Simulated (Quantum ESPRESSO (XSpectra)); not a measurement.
The core hole at the Si K edge of SiO2 (P2₁2₁2₁)

```
O2Si
1.0
    6.87585     0.00000     0.00000
    0.00000     7.01170     0.00000
    0.00000     0.00000     7.01261
Si O
8 16
Direct
  0.75069   0.74359   0.69514
  0.74931   0.25641   0.19514
  0.25069   0.75641   0.30486
  0.24931   0.24359   0.80486
  0.00766   0.55508   0.99558
  0.49234   0.44492   0.49558
  0.50766   0.94492   0.00442
  0.99234   0.05508   0.50442
  0.05868   0.18004   0.68630
  0.44132   0.81996   0.18630
  0.55868   0.31996   0.31370
  0.94132   0.68004   0.81370
  0.57535   0.80375   0.83568
  0.92465   0.19625   0.33568
  0.07535   0.69625   0.16432
  0.42465   0.30375   0.66432
  0.68967   0.07914   0.06047
  0.81033   0.92086   0.56047
  0.18967   0.42086   0.93953
  0.31033   0.57914   0.43953
  0.17688   0.93034   0.43622
  0.32312   0.06966   0.93622
  0.67688   0.56966   0.56378
  0.82312   0.43034   0.06378
```

Geometry: Materials Project entry mp-556961 (a computed structure). The cell is the entry's, not relaxed again.

Absorber: atom 1, Si on Wyckoff site a (site symmetry 1), with 4 O at 1.61 Å.

Method: LDA, no, half or full core hole, dipole K-edge X-ray absorption, plane waves, Troullier-Martins potentials made with ld1.x, scalar-relativistic, no spin, constant broadening (Quantum ESPRESSO (XSpectra)).

Full-hole run: 48-atom cell (absorber images 7.0 Å apart), 70 Ry, k meshes 2×2×2 (SCF) and 3×2×2 (spectrum), Lorentzian half width 0.7 eV. The ground-state test found a gap, so occupations are fixed and the excited electron is left out (charged cell on a uniform background); energies count from the highest occupied level. Field directions run: x; y; z, weighted by the site's symmetry in the crystal. Intensities are scaled to a mean of 1 over 0–35 eV.

The half-hole run shares these settings; the run without a hole takes the primitive cell with a 3×3×3 mesh.

```json
[
 {"core hole": "none (primitive cell)", "mean 0–10 eV": "0.36", "mean 10–20 eV": "1.31", "mean 20–30 eV": "1.26", "highest value below 30 eV": "1.8"},
 {"core hole": "half", "mean 0–10 eV": "0.83", "mean 10–20 eV": "1.12", "mean 20–30 eV": "1.18", "highest value below 30 eV": "3.2"},
 {"core hole": "full", "mean 0–10 eV": "1.26", "mean 10–20 eV": "1.00", "mean 20–30 eV": "0.98", "highest value below 30 eV": "5.2"}
]
```

From no hole to a full hole the mean over the first 10 eV goes from 0.36 through 0.83 to 1.26: the hole pulls absorption towards the edge. The cell size was not varied. Each run counts from its own energy zero.

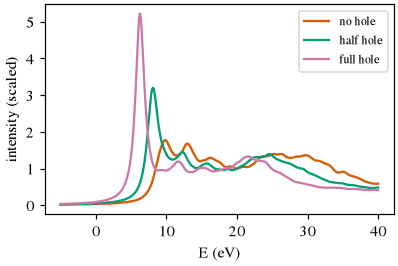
Figure. The three spectra
